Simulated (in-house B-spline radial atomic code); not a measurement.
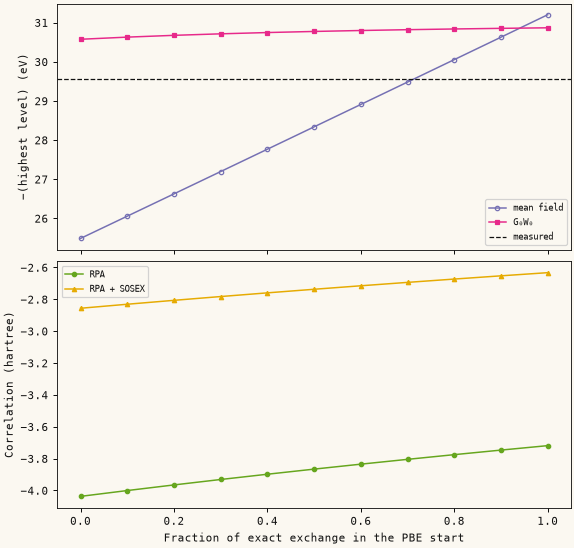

G₀W₀ and RPA for I²⁺ ([Kr] 4d¹⁰ 5s² 5p³) as exact exchange is mixed into the PBE start. All-electron spherical atom, scalar X2C, no spin-orbit coupling, Breit or QED terms; computed with a B-spline radial code.

Question: Where does the G₀W₀ correction vanish, and how does the correlation energy move?

Answer: The mean-field binding energy of 5p↑ runs from 25.49 eV at fraction 0 to 31.20 eV at 1, the G₀W₀ value only from 30.57 to 30.87 eV. The correction vanishes near a fraction of 0.94. The measured removal energy is 29.57 eV. The RPA correlation energy goes from −4.04 to −3.72 hartree, and with SOSEX from −2.86 to −2.63.

Known limits: spin-orbit splitting, Breit and QED terms, absent here, matter against the tabulated value.
